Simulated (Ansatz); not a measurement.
**GaNH₄O: nudged elastic band**

GaNH₄O, computed with RKS B3LYP/def2-SVP (Ansatz 0.2.0).

It belongs to a series of runs on one base structure; here: band between the two ends. Figures and captions count atoms from 1; the log counts them from 0 in places.

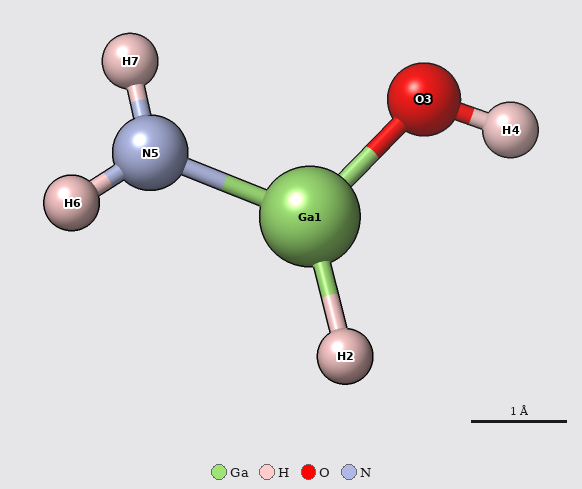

The input geometry (ball-and-stick view, seen at an oblique angle; atoms are numbered from 1 in the order of the input). Sticks mark near contacts. Bond lengths as drawn: Ga–H 1.56 Å, Ga–N 1.81 Å, Ga–O 1.80 Å, H–N 1.01 Å and H–O 0.96 Å.

**Input**
```yaml
crystal:
  periodic: [false, false, false]
  atoms:
    - { symbol: Ga, position_ang: [0.108544, -0.275334, 0.301051] }
    - { symbol: H, position_ang: [0.027277, -0.699466, 1.799287] }
    - { symbol: O, position_ang: [1.654377, -0.0022, -0.572839] }
    - { symbol: H, position_ang: [2.446624, -0.144128, -0.04081] }
    - { symbol: "N", position_ang: [-1.331157, 0.002008, -0.761247] }
    - { symbol: H, position_ang: [-2.29518, -0.112733, -0.473774] }
    - { symbol: H, position_ang: [-1.248285, 0.279955, -1.733167] }
basis:
  gaussian: { orbitals: def2-SVP }
hamiltonian:
  xc: b3lyp
neb:
  order_check: false
  images: 5
  f_tol: 0.03
  max_iterations: 60
  final_atoms:
    - { symbol: Ga, position_ang: [-0.63544726, 1.02184085, 0.84426115] }
    - { symbol: H, position_ang: [1.67944278, -0.83724096, 0.93342386] }
    - { symbol: O, position_ang: [1.39579211, -0.21500759, 0.24842158] }
    - { symbol: H, position_ang: [0.65383053, -0.65762807, -0.24157206] }
    - { symbol: "N", position_ang: [-1.0310244, -0.07491329, -0.74085522] }
    - { symbol: H, position_ang: [-1.97701206, -0.44153658, -0.86362884] }
    - { symbol: H, position_ang: [-0.7233817, 0.25258764, -1.66154947] }
  initial_path:
    images:
      - { positions_ang: [[0.108544, -0.275334, 0.301051], [0.027277, -0.699466, 1.799287], [1.654377, -0.0022, -0.572839], [2.446624, -0.144128, -0.04081], [-1.331157, 0.002008, -0.761247], [-2.29518, -0.112733, -0.473774], [-1.248285, 0.279955, -1.733167]] }
      - { positions_ang: [[0.06976182, -0.1898947, 0.20540375], [0.36897764, -0.50665116, 1.67545561], [1.75177607, 0.00640545, -0.25314628], [2.39341285, -0.39424635, 0.01903867], [-1.4434562, 0.00589923, -0.83063242], [-2.29801507, -0.35336064, -0.63738435], [-1.48025712, 0.47995017, -1.66023399]] }
      - { positions_ang: [[0.03097965, -0.1044554, 0.10975651], [0.71067828, -0.31383632, 1.55162422], [1.84917514, 0.0150109, 0.06654643], [2.34020171, -0.64436471, 0.07888735], [-1.5557554, 0.00979046, -0.90001784], [-2.30085014, -0.59398828, -0.80099469], [-1.71222924, 0.67994534, -1.58730098]] }
      - { positions_ang: [[-0.00780253, -0.0190161, 0.01410926], [1.05237892, -0.12102148, 1.42779283], [1.94657421, 0.02361636, 0.38623915], [2.28699056, -0.89448306, 0.13873602], [-1.6680546, 0.01368169, -0.96940326], [-2.30368521, -0.83461592, -0.96460504], [-1.94420136, 0.87994051, -1.51436797]] }
      - { positions_ang: [[-0.21701744, 0.32793622, 0.29082656], [1.2614002, -0.35976131, 1.26300318], [1.76298017, -0.05592496, 0.34029996], [1.74260389, -0.8155314, 0.01196666], [-1.4557112, -0.01584997, -0.89322058], [-2.19479416, -0.70358947, -0.9309463], [-1.53726147, 0.67082289, -1.56342847]] }
      - { positions_ang: [[-0.42623235, 0.67488853, 0.56754385], [1.47042149, -0.59850114, 1.09821352], [1.57938614, -0.13546627, 0.29436077], [1.19821721, -0.73657973, -0.1148027], [-1.2433678, -0.04538163, -0.8170379], [-2.08590311, -0.57256303, -0.89728757], [-1.13032158, 0.46170527, -1.61248897]] }
      - { positions_ang: [[-0.63544726, 1.02184085, 0.84426115], [1.67944278, -0.83724096, 0.93342386], [1.39579211, -0.21500759, 0.24842158], [0.65383053, -0.65762807, -0.24157206], [-1.0310244, -0.07491329, -0.74085522], [-1.97701206, -0.44153658, -0.86362884], [-0.7233817, 0.25258764, -1.66154947]] }
```

Launched with:
```bash
ansatz run input.yaml --threads 2 --pin off --max-ram 3072MiB --backend cpu --events-out ev --progress --plain --runs-dir out
```

**The program's output**
```
Engine: ansatz 0.2.0, aarch64-unknown-linux-gnu
Functional definition: B3LYP
  parameter a0 = 0.2
  parameter ax = 0.72
  parameter ac = 0.81
  exchange = (1 - a0 - ax)*slater_x + ax*b88_x + a0*exact_x
  correlation = (1 - ac)*vwn_rpa_c + ac*lyp_c
855 factors; integrals over basis functions are off by at most 4.6e-4 eV
mean field evaluation 1: about -55961.2199 eV, gradient 8.1e1 eV
mean field evaluation 2: about -55922.7248 eV, gradient 1.5e2 eV
mean field evaluation 4: about -55973.1745 eV, gradient 4.5e0 eV
mean field evaluation 8: about -55973.2247 eV, gradient 2.6e-1 eV
mean field evaluation 16: about -55973.2248 eV, gradient 1.9e-5 eV
mean field -55973.22479705 eV, -2056.9780712770 hartree, gradient 1.9e-5 eV, S^2 0.000000; 0 other end points of the search recorded, 0 dependent functions left out
the calculation of the forces begins
reference -55973.22502512 eV, -2056.9780796584 hartree; 25, 25 occupied and 55, 55 virtual orbitals, 855 factors
857 factors; integrals over basis functions are off by at most 7.8e-4 eV
mean field evaluation 32: about -55972.7003 eV, gradient 2.4e-5 eV
mean field -55972.70033161 eV, -2056.9587975277 hartree, gradient 2.4e-5 eV, S^2 0.000000; 0 other end points of the search recorded, 0 dependent functions left out
[... from here on the field's lines of each further geometry are left out, up to the last ...]
NEB iter   1: max|band force component| = 1.151e1 eV/Å  barrier→ = 3.6215 eV  barrier← = 3.0971 eV  Δτ_max = 0.1988 Å  (187 SCF iters)
NEB iter   2: max|band force component| = 1.949e0 eV/Å  barrier→ = 3.0274 eV  barrier← = 2.5029 eV  Δτ_max = 0.1964 Å  (153 SCF iters)
NEB iter   3: max|band force component| = 1.232e0 eV/Å  barrier→ = 2.4105 eV  barrier← = 1.8860 eV  Δτ_max = 0.2000 Å  (147 SCF iters)
NEB iter   4: max|band force component| = 9.148e-1 eV/Å  barrier→ = 1.8910 eV  barrier← = 1.3665 eV  Δτ_max = 0.2000 Å  (148 SCF iters)
NEB iter   5: max|band force component| = 1.972e0 eV/Å  barrier→ = 2.1797 eV  barrier← = 1.6552 eV  Δτ_max = 0.0999 Å  (148 SCF iters)
NEB iter   6: max|band force component| = 7.219e-1 eV/Å  barrier→ = 2.1650 eV  barrier← = 1.6405 eV  Δτ_max = 0.1996 Å  (146 SCF iters)
NEB iter   7: max|band force component| = 1.184e0 eV/Å  barrier→ = 2.1372 eV  barrier← = 1.6127 eV  CI = image 2  Δτ_max = 0.1850 Å  (141 SCF iters)
NEB iter   8: max|band force component| = 1.790e0 eV/Å  barrier→ = 2.2876 eV  barrier← = 1.7632 eV  CI = image 2  Δτ_max = 0.0998 Å  (140 SCF iters)
NEB iter   9: max|band force component| = 1.239e0 eV/Å  barrier→ = 2.4458 eV  barrier← = 1.9214 eV  CI = image 2  Δτ_max = 0.2000 Å  (145 SCF iters)
NEB iter  10: max|band force component| = 4.066e-1 eV/Å  barrier→ = 2.4141 eV  barrier← = 1.8897 eV  CI = image 2  Δτ_max = 0.1039 Å  (142 SCF iters)
NEB iter  11: max|band force component| = 3.918e-1 eV/Å  barrier→ = 2.3906 eV  barrier← = 1.8662 eV  CI = image 2  Δτ_max = 0.0511 Å  (139 SCF iters)
NEB iter  12: max|band force component| = 1.810e-1 eV/Å  barrier→ = 2.3953 eV  barrier← = 1.8709 eV  CI = image 2  Δτ_max = 0.0205 Å  (129 SCF iters)
NEB iter  13: max|band force component| = 4.580e-2 eV/Å  barrier→ = 2.3934 eV  barrier← = 1.8690 eV  CI = image 2  Δτ_max = 0.0154 Å  (129 SCF iters)
NEB iter  14: max|band force component| = 3.024e-2 eV/Å  barrier→ = 2.3929 eV  barrier← = 1.8685 eV  CI = image 2  Δτ_max = 0.0182 Å  (134 SCF iters)
NEB iter  15: max|band force component| = 4.360e-2 eV/Å  barrier→ = 2.3927 eV  barrier← = 1.8683 eV  CI = image 2  Δτ_max = 0.0091 Å  (127 SCF iters)
the calculation of the forces begins
reference -55972.66026617 eV, -2056.9573251498 hartree; 25, 25 occupied and 55, 55 virtual orbitals, 857 factors
855 factors; integrals over basis functions are off by at most 8.9e-4 eV
mean field -55970.83210774 eV, -2056.8901415669 hartree, gradient 1.9e-5 eV, S^2 0.000000; 1 other end points of the search recorded, 0 dependent functions left out
the calculation of the forces begins
reference -55970.83233374 eV, -2056.8901498721 hartree; 25, 25 occupied and 55, 55 virtual orbitals, 855 factors
NEB iter  16: max|band force component| = 7.161e-3 eV/Å  barrier→ = 2.3927 eV  barrier← = 1.8682 eV  CI = image 2  Δτ_max = 0.0000 Å  (259 SCF iters)
```

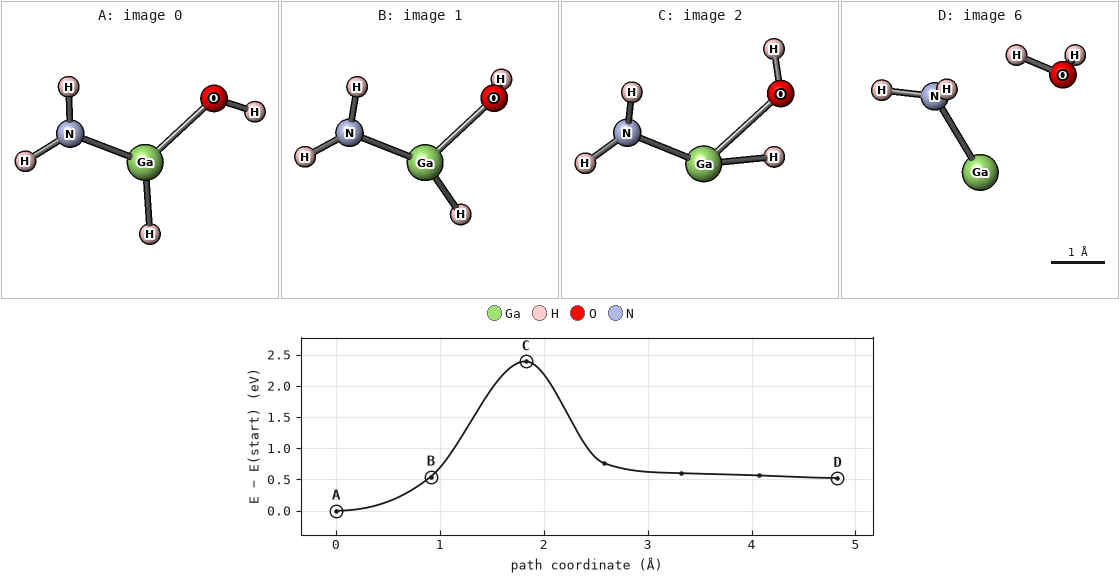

Images of the last band (counted from 0; ball-and-stick, seen at a tilt) above the energy along the path; the line is a cubic interpolation that uses the forces. The highest image is number 2, 2.393 eV above the start and 1.868 eV above the end (the climbing image); the end lies 0.524 eV above the start. The path is 4.83 Å long. The band converged in 16 iterations.

```
Total energy: -55970.83233374 eV, -2056.8901498721 hartree
Atom 0 at    -0.344098    -0.210340     0.626874 Å, force    -0.001783     0.002126    -0.003038 eV/Å
Atom 1 at     1.034755    -0.421028     1.454579 Å, force     0.003481    -0.000701     0.000524 eV/Å
Atom 2 at     1.561615     0.170958     0.185979 Å, force    -0.002148    -0.001543     0.003375 eV/Å
Atom 3 at     2.060430    -0.442737    -0.382460 Å, force    -0.000810     0.000241    -0.000071 eV/Å
Atom 4 at    -1.417198    -0.155480    -0.852325 Å, force     0.005002     0.001204    -0.001877 eV/Å
Atom 5 at    -2.431113    -0.207246    -0.814658 Å, force    -0.000437    -0.000594     0.001962 eV/Å
Atom 6 at    -1.102192     0.313975    -1.699488 Å, force    -0.003307    -0.000733    -0.000875 eV/Å
Dipole moment:    -0.230556    -0.140486    -0.289748 e Å
this run last wrote the band of iteration 16 to [file]
```

**The last band as extended XYZ (Å, eV, eV/Å)**
```
7
Properties=species:S:1:pos:R:3:forces:R:3 image=0 energy=-55973.22480
Ga    0.1085   -0.2753    0.3011   -0.0004  -0.0094   0.0212
H     0.0273   -0.6995    1.7993    0.0032  -0.0014  -0.0022
O     1.6544   -0.0022   -0.5728    0.0180   0.0018  -0.0039
H     2.4466   -0.1441   -0.0408   -0.0086   0.0033   0.0002
N    -1.3312    0.0020   -0.7612    0.0220   0.0055  -0.0177
H    -2.2952   -0.1127   -0.4738   -0.0242   0.0032   0.0084
H    -1.2483    0.2800   -1.7332   -0.0101  -0.0029  -0.0060
7
Properties=species:S:1:pos:R:3:forces:R:3 image=1 energy=-55972.67979
Ga   -0.0342   -0.1823    0.4453    0.5855   0.0015  -0.3293
H     0.4968   -0.5747    1.8343   -0.9266  -0.3131   0.6547
O     1.5606    0.2808   -0.2679    0.0011   0.2538  -0.8593
H     2.1601   -0.4737   -0.2883    0.1915   0.0406   0.0990
N    -1.3656   -0.1087   -0.7907    0.0804   0.0595   0.1436
H    -2.3758   -0.1748   -0.7267    0.0865  -0.0106   0.2223
H    -1.0798    0.2815   -1.6875   -0.0185  -0.0316   0.0691
7
Properties=species:S:1:pos:R:3:forces:R:3 image=2 energy=-55970.83211
Ga   -0.3441   -0.2103    0.6269   -0.0018   0.0021  -0.0030
H     1.0348   -0.4210    1.4546    0.0035  -0.0007   0.0005
O     1.5616    0.1710    0.1860   -0.0021  -0.0015   0.0034
H     2.0604   -0.4427   -0.3825   -0.0008   0.0002  -0.0001
N    -1.4172   -0.1555   -0.8523    0.0050   0.0012  -0.0019
H    -2.4311   -0.2072   -0.8147   -0.0004  -0.0006   0.0020
H    -1.1022    0.3140   -1.6995   -0.0033  -0.0007  -0.0009
7
Properties=species:S:1:pos:R:3:forces:R:3 image=3 energy=-55972.45963
Ga   -0.7235   -0.3493    0.8288   -0.3901  -0.0826   0.2132
H     1.5188   -0.3584    1.1745    0.4814   0.1317  -0.2709
O     1.5636    0.1531    0.3397    0.0141  -0.0512   0.1494
H     2.0224   -0.4134   -0.3030   -0.0511  -0.0492   0.1036
N    -1.4541   -0.1169   -0.8744   -0.0382   0.0419  -0.0296
H    -2.4623   -0.2450   -0.9553   -0.0338   0.0020  -0.1434
H    -1.1027    0.3780   -1.6918    0.0177   0.0074  -0.0223
7
Properties=species:S:1:pos:R:3:forces:R:3 image=4 energy=-55972.62381
Ga   -0.9233    0.0941    1.0022   -0.0172   0.0033   0.0150
H     1.8807   -0.1628    1.0953    0.0296   0.0053  -0.0092
O     1.4247    0.0234    0.2610   -0.0147  -0.0025   0.0011
H     1.5519   -0.7760   -0.2730   -0.0325  -0.0010  -0.0084
N    -1.3864   -0.0930   -0.8209    0.0091  -0.0004   0.0057
H    -2.3626   -0.1719   -1.1065    0.0091  -0.0077  -0.0147
H    -0.8227    0.1343   -1.6397    0.0165   0.0028   0.0105
7
Properties=species:S:1:pos:R:3:forces:R:3 image=5 energy=-55972.66005
Ga   -0.8349    0.6347    0.9696   -0.0029   0.0181   0.0021
H     1.8853   -0.4508    0.9637    0.0001  -0.0148  -0.0092
O     1.3969   -0.0664    0.2212   -0.0008  -0.0017   0.0029
H     0.9780   -0.8190   -0.2316   -0.0440   0.0208  -0.0117
N    -1.2086   -0.1036   -0.7593    0.0171  -0.0073   0.0024
H    -2.1778   -0.2625   -1.0406    0.0162  -0.0239   0.0045
H    -0.6767    0.1156   -1.6044    0.0142   0.0088   0.0089
7
Properties=species:S:1:pos:R:3:forces:R:3 image=6 energy=-55972.70033
Ga   -0.6354    1.0218    0.8443    0.0001  -0.0029  -0.0046
H     1.6794   -0.8372    0.9334   -0.0099  -0.0049  -0.0075
O     1.3958   -0.2150    0.2484    0.0012   0.0189   0.0056
H     0.6538   -0.6576   -0.2416   -0.0020  -0.0125  -0.0027
N    -1.0310   -0.0749   -0.7409    0.0209   0.0040   0.0099
H    -1.9770   -0.4415   -0.8636   -0.0116  -0.0030   0.0023
H    -0.7234    0.2526   -1.6615    0.0014   0.0004  -0.0030
```

**Results in brief**

```json
{"quantity": "outcome", "value": "converged"}
{"quantity": "barrier, forward", "value": "2.393 eV"}
{"quantity": "barrier, backward", "value": "1.868 eV"}
{"quantity": "hardware", "value": "2 threads of Arm Neoverse V2, 24 GiB of memory available, shared host"}
{"quantity": "wall time", "value": "1.8 min (CPU time 3.4 min)"}
{"quantity": "peak memory", "value": "0.15 GiB"}
```

**Remarks**

The order of the saddle point was not checked.
